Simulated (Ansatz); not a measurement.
# GaH4 with multiplicity 2: reaction (atom abstraction by a radical), part 2 of 2

Wanted: the energy profile along the reaction (atom abstraction by a radical), from relaxed end points and a band of images. Meant to form: H2–H5; to break: Ga1–H2. The start is a guess near the saddle point, from which both ends are pulled out.

Ansatz 0.2.0; UHF/def2-SVP.

**7. What the band shows**

The 5 inner images lie between the fixed ends 0 and 6. Energy is taken from image 0, and the path length is the program's own coordinate along the band.

| image | path (Å) | energy (eV) | H2–H5 (Å) | Ga1–H2 (Å) | band force (eV/Å) |
| --- | --- | --- | --- | --- | --- |
| 0 | 0.000 | 0.0000 | 3.65 | 1.57 | - |
| 1 | 1.075 | 0.0301 | 2.45 | 1.57 | 0.002 |
| 2* | 2.150 | 0.4558 | 1.15 | 1.72 | 0.000 |
| 3 | 3.597 | -0.7352 | 0.75 | 3.26 | 0.008 |
| 4 | 5.044 | -0.7259 | 0.75 | 4.00 | 0.028 |
| 5 | 6.491 | -0.7241 | 0.75 | 4.37 | 0.002 |
| 6 | 7.939 | -0.7252 | 0.75 | 4.94 | - |

The star marks the climbing image.

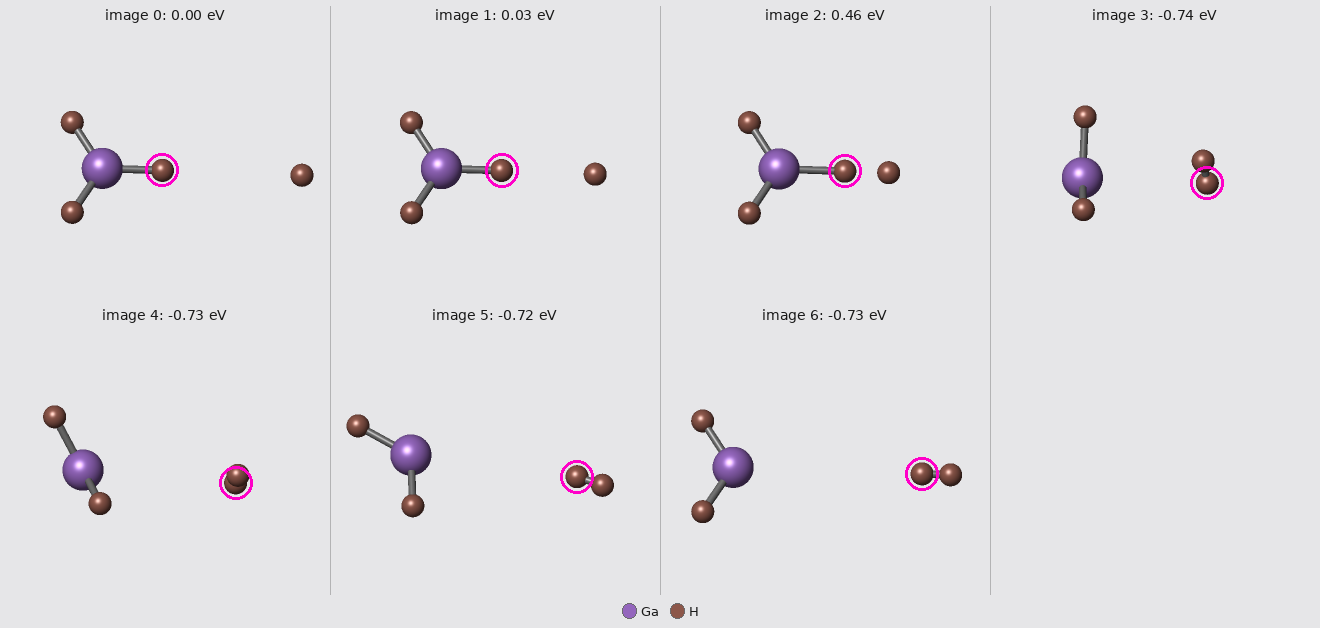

The images of the last band, seen from a chosen angle. Ringed: H2. Sticks join atoms closer than a bonding distance in each image.

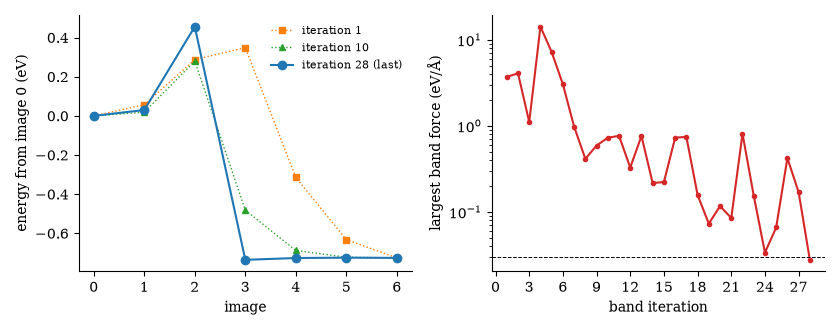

Left: energy of each image for early iterations and the last one (lines only join the points; early values far above the last band run off the scale). Right: the largest band force by iteration, with the threshold dashed.

The top of the band by iteration:

| iteration | highest image above image 0 (eV) | largest band force (eV/Å) |
| --- | --- | --- |
| 1 | 0.3487 | 3.693 |
| 4 | 1.0747 | 14.166 |
| 7 | 0.2100 | 0.976 |
| 10 | 0.2800 | 0.725 |
| 13 | 0.4934 | 0.760 |
| 16 | 0.4562 | 0.725 |
| 19 | 0.4558 | 0.073 |
| 22 | 0.4558 | 0.808 |
| 25 | 0.4558 | 0.066 |
| 28 | 0.4558 | 0.028 |

Positions of all images (Å):

```xyz
5
image=0 dE=0.0000
Ga    0.000    0.000   -0.439
H     0.000    0.000    1.135
H     1.365    0.000   -1.224
H    -1.365    0.000   -1.224
H     0.000    0.000    4.783
5
image=1 dE=0.0301
Ga    0.001    0.001   -0.200
H     0.005    0.003    1.372
H     1.365    0.001   -0.985
H    -1.366   -0.003   -0.978
H    -0.005   -0.002    3.821
5
image=2 dE=0.4558
Ga    0.000    0.000    0.000
H    -0.001    0.000    1.720
H     1.373    0.002   -0.778
H    -1.372   -0.002   -0.779
H    -0.001    0.000    2.867
5
image=3 dE=-0.7352
Ga    0.027   -0.543   -0.661
H    -0.140   -0.320    2.590
H     1.371    0.304   -0.647
H    -1.378    0.196   -0.687
H     0.121    0.362    2.435
5
image=4 dE=-0.7259
Ga    0.237   -0.519   -0.908
H    -0.101   -0.335    3.071
H     1.317    0.331   -1.707
H    -1.153    0.137   -0.507
H    -0.299    0.386    3.081
5
image=5 dE=-0.7241
Ga    0.421   -0.063   -0.994
H    -0.056   -0.079    3.352
H     1.183    0.046   -2.384
H    -1.166    0.016   -0.948
H    -0.383    0.080    4.004
5
image=6 dE=-0.7252
Ga    0.000    0.000   -1.203
H     0.000    0.000    3.739
H     1.377    0.000   -1.996
H    -1.377    0.000   -1.996
H     0.000    0.000    4.486
```

**8. Vibrations at the top**

The geometry is the highest inner image of the first converged band.

Input file input.yaml:

```yaml
crystal:
  periodic: [false, false, false]
  atoms:
    - { symbol: Ga, position_ang: [0.000197, -0.000106, 0.000117] }
    - { symbol: H, position_ang: [-0.000519, 0.000342, 1.720008] }
    - { symbol: H, position_ang: [1.372736, 0.001748, -0.777897] }
    - { symbol: H, position_ang: [-1.371802, -0.002452, -0.778862] }
    - { symbol: H, position_ang: [-0.000613, 0.000468, 2.866634] }
magnetization:
  spin_polarized: true
  initial_magnetization: 1
basis:
  gaussian: { orbitals: def2-SVP }
hamiltonian:
  xc: hf
phonons: {}
```

Run with:

```console
$ ansatz run input.yaml --threads 1 --pin off --max-ram 2048MiB --backend cpu --events-out ev --progress --plain --runs-dir out
```

Standard output (excerpt; [...] marks lines left out):

```text
Warning: RAYON_NUM_THREADS=1 ignored (pool sized by the plan → 1); use --threads N
[...]
Functional definition: HF
[...]
564 factors; integrals over basis functions are off by at most 3.7e-4 eV
[...]
mean field -52387.26281099 eV, -1925.1963989418 hartree, gradient 8.5e-6 eV, S^2 0.780265; 0 other end points of the search recorded, 0 dependent functions left out
[...]
reference -52387.26281099 eV, -1925.1963989418 hartree; 18, 17 occupied and 34, 35 virtual orbitals, 564 factors
[...]
564 factors; integrals over basis functions are off by at most 3.7e-4 eV
[...]
WARN: phonons: modes at or below zero, which the zero-point energy, F, S and C_V leave out: 1, the lowest at -1730.13 cm⁻¹. A minimum has none, and a first-order saddle one
[...]
Atom 0 at     0.000197    -0.000106     0.000117 Å, force    -0.000369    -0.000016    -0.000030 eV/Å
Atom 1 at    -0.000519     0.000342     1.720008 Å, force     0.000422    -0.000041     0.000119 eV/Å
Atom 2 at     1.372736     0.001748    -0.777897 Å, force     0.000155     0.000013     0.000044 eV/Å
Atom 3 at    -1.371802    -0.002452    -0.778862 Å, force    -0.000061     0.000013    -0.000125 eV/Å
Atom 4 at    -0.000613     0.000468     2.866634 Å, force    -0.000147     0.000032    -0.000009 eV/Å
Dipole moment:     0.000076    -0.000009    -0.126705 e Å
Vibrations: -1730.13 271.90 302.99 794.98 845.58 912.77 992.54 2013.24 2016.81 cm⁻¹, zero-point energy 0.505286 eV
```

Run time: 21 s. Hardware: 1 thread of Arm Neoverse N1, shared host; peak memory 0.097 GiB.

Of 9 modes, 1 is imaginary by more than 30 cm⁻¹ (1730i cm⁻¹).

**9. Dynamics from the top**

It starts at the highest inner image of the first converged band: 200 steps of 0.5 fs at constant energy, with velocities drawn for 300 K.

Edit input.yaml of step 8 so:

```diff
@@ -15,2 +15,8 @@
   xc: hf
-phonons: {}
+md:
+  timestep: 0.5
+  n_steps: 200
+  ensemble: nve
+  temperature: 300.0
+  initial_velocities: maxwell_boltzmann
+  seed: 3600
```

Run with:

```console
$ ansatz run input.yaml --threads 1 --pin off --max-ram 2048MiB --backend cpu --events-out ev --progress --plain --runs-dir out
```

Standard output (excerpt; [...] marks lines left out):

```text
Warning: RAYON_NUM_THREADS=1 ignored (pool sized by the plan → 1); use --threads N
[...]
Functional definition: HF
[...]
564 factors; integrals over basis functions are off by at most 3.7e-4 eV
[...]
mean field -52387.26281099 eV, -1925.1963989418 hartree, gradient 8.5e-6 eV, S^2 0.780265; 0 other end points of the search recorded, 0 dependent functions left out
[...]
reference -52387.26281099 eV, -1925.1963989418 hartree; 18, 17 occupied and 34, 35 virtual orbitals, 564 factors
[...]
md step    96: t =    48.00 fs  T =  1400.4 K  F+E_penalty+E_count = -52387.69011355 eV  E_kin = 0.543029 eV  conserved = -52387.14708446 eV  (29 SCF iters)
md step    97: t =    48.50 fs  T =  1428.3 K  F+E_penalty+E_count = -52387.70100987 eV  E_kin = 0.553851 eV  conserved = -52387.14715897 eV  (30 SCF iters)
md step    98: t =    49.00 fs  T =  1434.1 K  F+E_penalty+E_count = -52387.70326691 eV  E_kin = 0.556134 eV  conserved = -52387.14713277 eV  (30 SCF iters)
```

**10. More of the same log: dynamics from the highest image of the converged band**

Output, continued (excerpt; [...] marks lines left out):

```text
md step    99: t =    49.50 fs  T =  1418.3 K  F+E_penalty+E_count = -52387.69702846 eV  E_kin = 0.549997 eV  conserved = -52387.14703122 eV  (29 SCF iters)
[...]
md step   124: t =    62.00 fs  T =  1163.1 K  F+E_penalty+E_count = -52387.59694754 eV  E_kin = 0.451014 eV  conserved = -52387.14593314 eV  (25 SCF iters)
[...]
Atom 1 at    -1.398457    -0.391916     0.715410 Å, force     0.757667     0.151140    -0.290522 eV/Å
Atom 2 at     1.380137     0.221704     0.586568 Å, force    -0.317766    -0.113768    -0.009319 eV/Å
Atom 3 at    -0.160191     0.211620    -1.672211 Å, force     0.028198    -0.071473     0.218582 eV/Å
Atom 4 at     2.804474     0.425319    10.334181 Å, force    -0.000000    -0.000000    -0.000000 eV/Å
Dipole moment:     0.026730    -0.017967     0.022014 e Å
```

It took 2.9 min on 1 thread of Arm Neoverse N1, shared host; peak memory 0.096 GiB.

**11. The trajectory**

One step in 8; energies are changes from step 0:

| time (fs) | T (K) | potential energy change (meV/atom) | total energy change (meV/atom) | H2–H5 (Å) | Ga1–H2 (Å) |
| --- | --- | --- | --- | --- | --- |
| 0.0 | 300 | 0.0 | 0.00 | 1.15 | 1.72 |
| 4.0 | 302 | -0.1 | 0.06 | 1.28 | 1.71 |
| 8.0 | 741 | -34.3 | -0.09 | 1.58 | 1.59 |
| 12.0 | 726 | -32.9 | 0.11 | 1.99 | 1.44 |
| 16.0 | 1258 | -74.4 | -0.16 | 2.19 | 1.57 |
| 20.0 | 1074 | -60.0 | 0.06 | 2.41 | 1.71 |
| 24.0 | 1403 | -85.7 | -0.09 | 2.83 | 1.62 |
| 28.0 | 1156 | -66.3 | 0.08 | 3.32 | 1.46 |
| 32.0 | 1415 | -86.6 | -0.14 | 3.62 | 1.56 |
| 36.0 | 1145 | -65.5 | 0.05 | 3.89 | 1.71 |
| 40.0 | 1352 | -81.6 | -0.04 | 4.33 | 1.65 |
| 44.0 | 1279 | -75.9 | 0.00 | 4.88 | 1.48 |
| 48.0 | 1400 | -85.5 | -0.12 | 5.29 | 1.53 |
| 52.0 | 1181 | -68.3 | 0.03 | 5.62 | 1.69 |
| 56.0 | 1275 | -75.6 | -0.01 | 6.03 | 1.67 |
| 60.0 | 1315 | -78.8 | -0.05 | 6.49 | 1.49 |
| 64.0 | 1364 | -82.6 | -0.09 | 6.85 | 1.51 |
| 68.0 | 1269 | -75.1 | 0.00 | 7.12 | 1.68 |
| 72.0 | 1211 | -70.7 | 0.02 | 7.50 | 1.69 |
| 76.0 | 1355 | -81.9 | -0.10 | 7.98 | 1.52 |
| 80.0 | 1283 | -76.3 | -0.02 | 8.43 | 1.49 |
| 84.0 | 1341 | -80.8 | -0.03 | 8.83 | 1.66 |
| 88.0 | 1181 | -68.3 | 0.04 | 9.27 | 1.70 |
| 92.0 | 1415 | -86.6 | -0.14 | 9.73 | 1.54 |
| 96.0 | 1174 | -67.7 | 0.06 | 10.16 | 1.47 |
| 100.0 | 1376 | -83.5 | -0.06 | 10.53 | 1.63 |

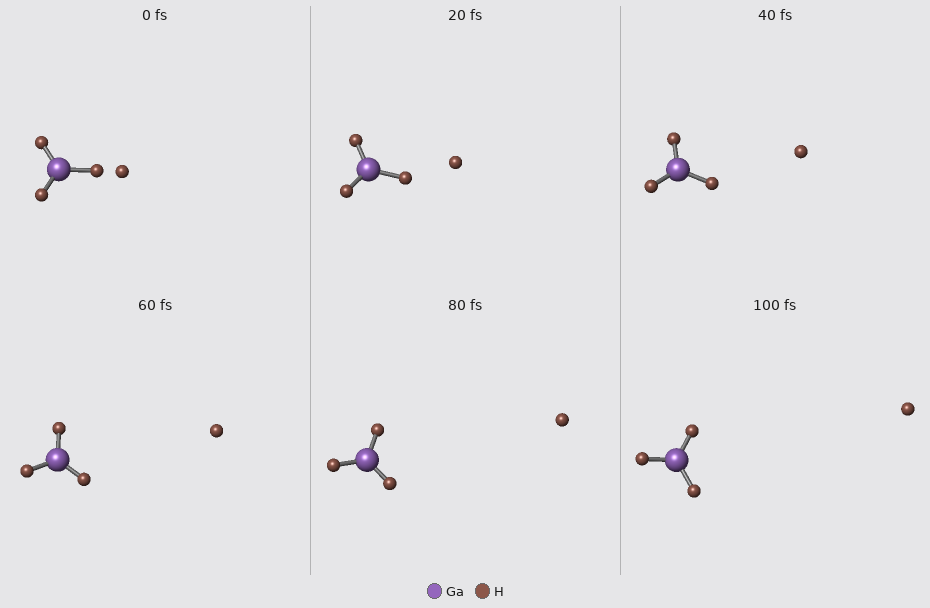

Six frames of the run, seen from a chosen angle. Sticks join atoms within a bonding distance in each frame.

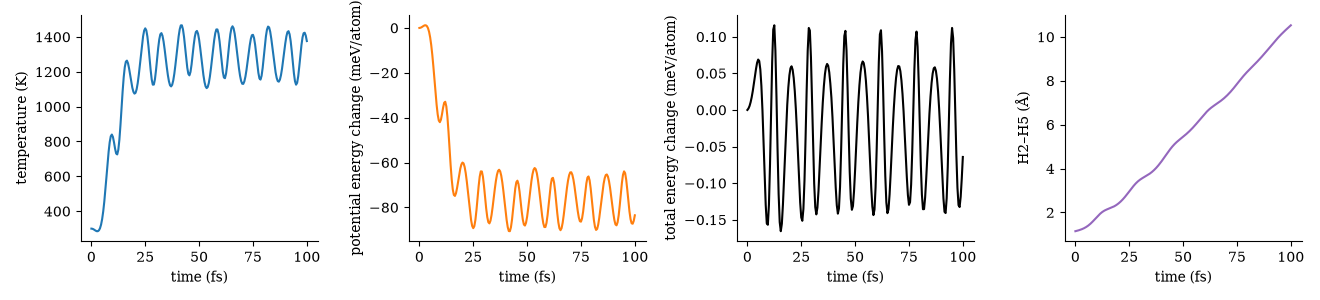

Time series of the run, each on its own scale.

The last frame stands with the bonds of end A.

**12. A trajectory let go at the top**

It starts at the highest inner image of the first converged band: 200 steps of 0.5 fs at constant energy, with velocities drawn for 100 K.

Edit input.yaml of step 9 so:

```diff
@@ -19,4 +19,4 @@
   ensemble: nve
-  temperature: 300.0
+  temperature: 100.0
   initial_velocities: maxwell_boltzmann
-  seed: 3600
+  seed: 3601
```

Run with:

```console
$ ansatz run input.yaml --threads 1 --pin off --max-ram 2048MiB --backend cpu --events-out ev --progress --plain --runs-dir out
```

Standard output (excerpt; [...] marks lines left out):

```text
Warning: RAYON_NUM_THREADS=1 ignored (pool sized by the plan → 1); use --threads N
[...]
Functional definition: HF
[...]
564 factors; integrals over basis functions are off by at most 3.7e-4 eV
[...]
mean field -52387.26281099 eV, -1925.1963989418 hartree, gradient 8.5e-6 eV, S^2 0.780265; 0 other end points of the search recorded, 0 dependent functions left out
[...]
reference -52387.26281099 eV, -1925.1963989418 hartree; 18, 17 occupied and 34, 35 virtual orbitals, 564 factors
[...]
md step    72: t =    36.00 fs  T =  2721.7 K  F+E_penalty+E_count = -52388.28277917 eV  E_kin = 1.055424 eV  conserved = -52387.22735544 eV  (34 SCF iters)
[...]
md step    96: t =    48.00 fs  T =  2550.4 K  F+E_penalty+E_count = -52388.21609632 eV  E_kin = 0.988987 eV  conserved = -52387.22710889 eV  (34 SCF iters)
md step    97: t =    48.50 fs  T =  2209.7 K  F+E_penalty+E_count = -52388.07112766 eV  E_kin = 0.856874 eV  conserved = -52387.21425321 eV  (36 SCF iters)
```

**13. More of the same log: dynamics from the highest image of the converged band**

Output, continued (excerpt; [...] marks lines left out):

```text
md step    98: t =    49.00 fs  T =  2354.5 K  F+E_penalty+E_count = -52388.13324214 eV  E_kin = 0.913033 eV  conserved = -52387.22020949 eV  (31 SCF iters)
[...]
md step   123: t =    61.50 fs  T =  2993.9 K  F+E_penalty+E_count = -52388.39132978 eV  E_kin = 1.160980 eV  conserved = -52387.23035028 eV  (26 SCF iters)
[...]
Atom 1 at    -1.092914    -0.102342     8.832725 Å, force     0.610533    -0.842682    -4.981869 eV/Å
Atom 2 at     0.378832    -0.095193    -1.757710 Å, force    -0.104966    -0.003216     0.082958 eV/Å
Atom 3 at    -1.419690    -0.091380     0.368945 Å, force    -0.168739    -0.018794    -0.027151 eV/Å
Atom 4 at    -1.171084     0.005547     9.470510 Å, force    -0.610540     0.842692     4.981852 eV/Å
Dipole moment:     0.034693     0.006860     0.040517 e Å
```

Wall time 2.8 min (1 thread of Arm Neoverse N1, shared host); peak memory 0.096 GiB.

**14. Frames and traces**

The trajectory, every 11 steps (energies from step 0):

| time (fs) | T (K) | potential energy change (meV/atom) | total energy change (meV/atom) | H2–H5 (Å) | Ga1–H2 (Å) |
| --- | --- | --- | --- | --- | --- |
| 0.0 | 100 | 0.0 | 0.00 | 1.15 | 1.72 |
| 5.5 | 56 | 3.4 | 0.01 | 1.13 | 1.73 |
| 11.0 | 73 | 2.1 | 0.04 | 1.08 | 1.77 |
| 16.5 | 771 | -53.3 | -1.21 | 0.71 | 1.99 |
| 22.0 | 994 | -69.1 | 0.31 | 0.93 | 2.13 |
| 27.5 | 2451 | -184.8 | -2.41 | 0.72 | 2.60 |
| 33.0 | 2464 | -184.7 | -1.35 | 0.66 | 3.08 |
| 38.5 | 2502 | -186.3 | 0.03 | 0.87 | 3.46 |
| 44.0 | 2475 | -184.0 | 0.19 | 0.88 | 3.95 |
| 49.5 | 2806 | -211.8 | -1.96 | 0.68 | 4.54 |
| 55.0 | 2924 | -221.4 | -2.37 | 0.69 | 5.03 |
| 60.5 | 2401 | -178.1 | 0.34 | 0.89 | 5.43 |
| 66.0 | 2664 | -199.1 | -0.19 | 0.85 | 5.94 |
| 71.5 | 2531 | -189.1 | -0.52 | 0.65 | 6.54 |
| 77.0 | 3073 | -233.0 | -2.50 | 0.73 | 6.99 |
| 82.5 | 2280 | -168.5 | 0.53 | 0.90 | 7.40 |
| 88.0 | 2843 | -213.4 | -0.69 | 0.83 | 7.94 |
| 93.5 | 2298 | -169.3 | 1.20 | 0.63 | 8.53 |
| 99.0 | 3094 | -234.2 | -2.06 | 0.76 | 8.96 |
| 100.0 | 2560 | -191.4 | -0.66 | 0.65 | 9.11 |

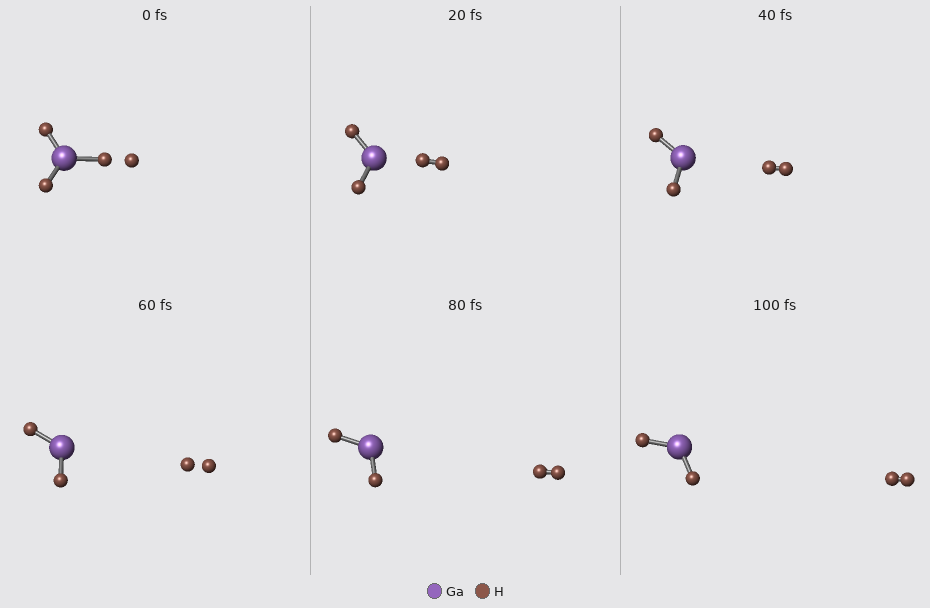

Six frames of the run, seen from a chosen angle. Sticks join atoms within a bonding distance in each frame.

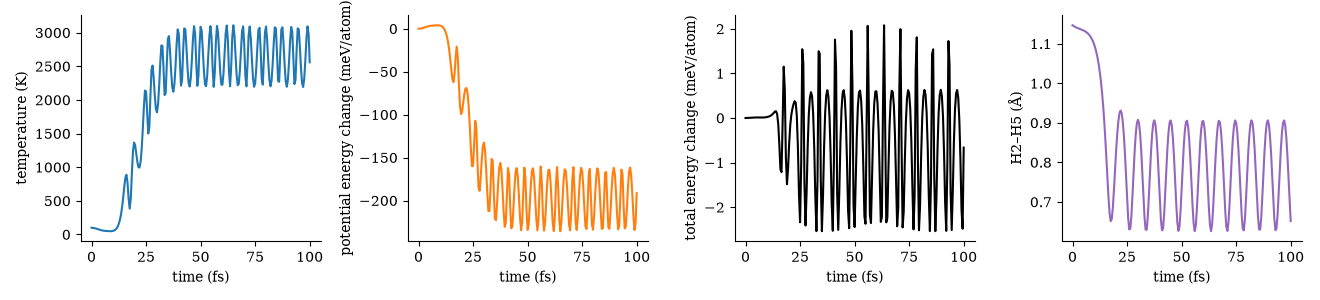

Time series of the run, each on its own scale.

Bonds that form or break, judged by distance (formed within 1.15 times the sum of covalent radii and held on average over 12 fs, broken when stretched by half; pairs already stretched at the start don't count as bonds):

| time (fs) | bond | event |
| --- | --- | --- |
| 15.0 | H2–H5 | forms |
| 24.0 | Ga1–H2 | breaks |

The last frame stands with the bonds of end B.

**15. Results**

This closing draws on all 2 parts.

```
                         quantity                               value
                            end A             9 moves, 0.138 eV lower
                            end B             9 moves, 0.190 eV lower
                 barrier forwards                             0.46 eV
                barrier backwards                             1.18 eV
     second end relative to first                           -0.725 eV
                    highest image               2 of 0 to 6, climbing
                  band iterations                                  28
               pieces at the ends                GaH3 + H → GaH2 + H2
       imaginary modes at the top                          1730i cm⁻¹
trajectory at 300 K, after 100 fs  with the bonds of end A, at 1376 K
trajectory at 100 K, after 100 fs  with the bonds of end B, at 2560 K
```

**Reading.** The barrier from the first end is 0.46 eV, 18 times kT at 300 K. Going back costs 1.18 eV, since the second end is 0.73 eV below the first. By distance, end A alone has Ga1–H2 and end B alone has H2–H5. One imaginary mode, as a first-order saddle point has. These are electronic energies, with no zero-point or thermal terms. Hartree-Fock tends to give barriers too high.
